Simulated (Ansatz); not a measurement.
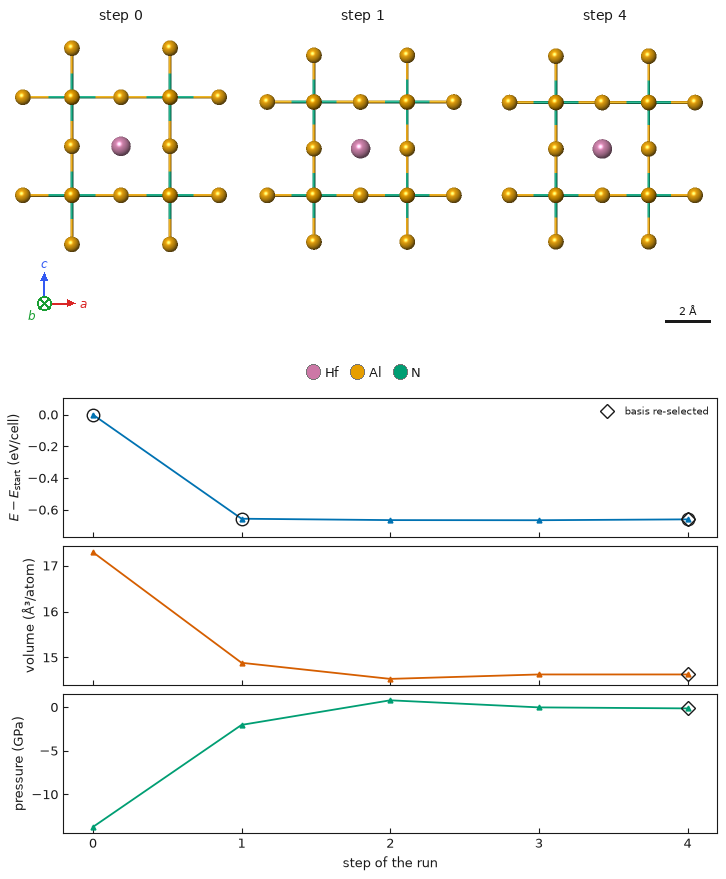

Frames of a relaxation of solid HfAl$_{3}$N (a generated structure, set up in Pm-3m) (coarse preliminary run), marked on the history of the run. The picture is a ball-and-stick view of the cell of the calculation, seen along the b axis.

Level of theory: Ansatz, DFT PBE, scalar-relativistic, plane waves, PAW.

Input file:
```yaml
crystal:
  lattice:
    - [4.42189491, 0.0, 0.0]
    - [0.0, 4.42189491, 0.0]
    - [0.0, 0.0, 4.42189491]
  atoms:
    - { symbol: Hf, position: [0.5, 0.5, 0.5] }
    - { symbol: Al, position: [0.5, 0.0, 0.0] }
    - { symbol: Al, position: [0.0, 0.5, 0.0] }
    - { symbol: Al, position: [0.0, 0.0, 0.5] }
    - { symbol: "N", position: [0.0, 0.0, 0.0] }
basis:
  ecutwfc: 420
kpoints:
  mp_grid: { grid: [4, 4, 4] }
hamiltonian:
  xc: pbe
scf:
  occupations: { method: gaussian, width: 0.1 }
  lower_state_search: "off"
output:
  forces: true
  stress: true
  eigenvalues: true
relax:
  adjacent_minimum: "off"
  f_tol: 0.04
  max_steps: 70
  cell: { stress_tol: 0.4 }
```

Command:
```bash
ansatz run input.yaml --threads 1 --pin off --max-ram 2560MiB --backend cpu --events-out ev --progress --plain --runs-dir out
```

Describe the path.

Answer. The atoms keep their places relative to the cell (all moves are under 0.005 Å). The volume changes by −15.4 %, with a = b = c 4.422 → 4.182 Å (−5.4 %). Among the contacts that change: Hf1–Al2 3.127 → 2.957 Å, Al2–N5 2.211 → 2.091 Å. The space group stays Pm-3m (No. 221). Over 3 accepted moves (4 points after the start) the energy falls by 0.660 eV per cell of the calculation. All forces vanish by symmetry, so only the cell relaxes. The pressure goes from −13.74 to −0.14 GPa. At 1 point the geometry stayed and the basis and grid were re-selected for the new cell (energy shift of 5.4 meV per cell of the calculation at most each time). Cost: 15 s on 1 thread of Intel(R) Xeon(R) Processor @ 2.70GHz, on a shared host, peak memory 0.37 GiB. From step 0 to 1: volume −13.9 %, energy −0.656 eV per cell of the calculation. From step 1 to 4: volume −1.7 %, energy −4.0 meV per cell of the calculation.
